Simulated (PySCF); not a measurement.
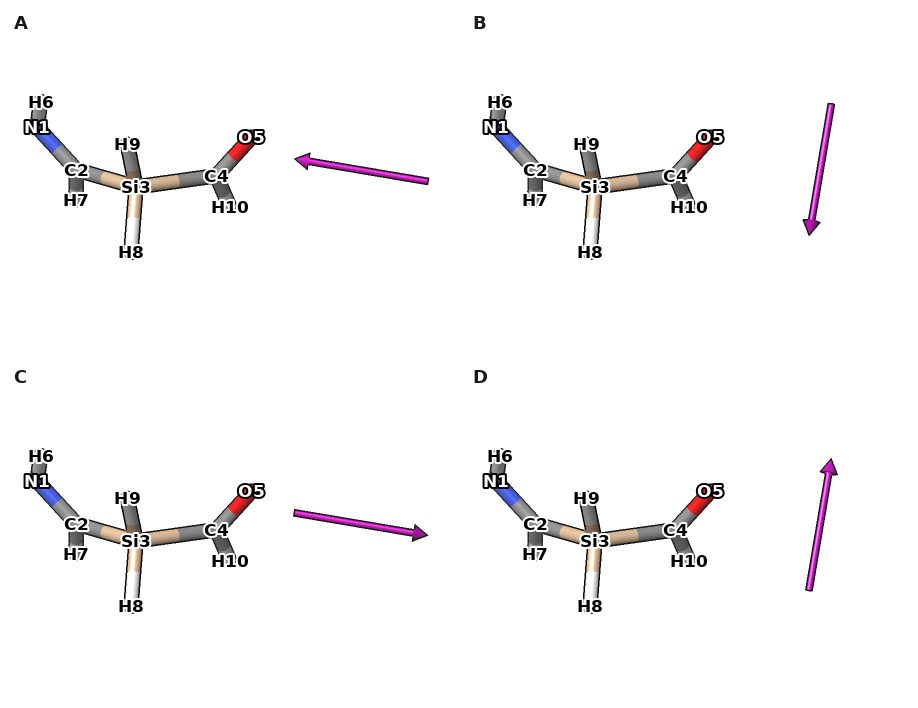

The same molecule four times, each with an arrow. The computed structure is the end point of a PBE0-D3(BJ)/def2-SVP optimisation. No frequency run is at hand to confirm it as a minimum. Level of theory: B3LYP/def2-SVPD, gas phase (PySCF 2.14.0).

**Which arrow points along the dipole moment, from the negative to the positive end?**

B. The dipole moment is 2.13 D; it points from the side of O5, H6 to the side of H8 (the outermost atoms at the two ends).
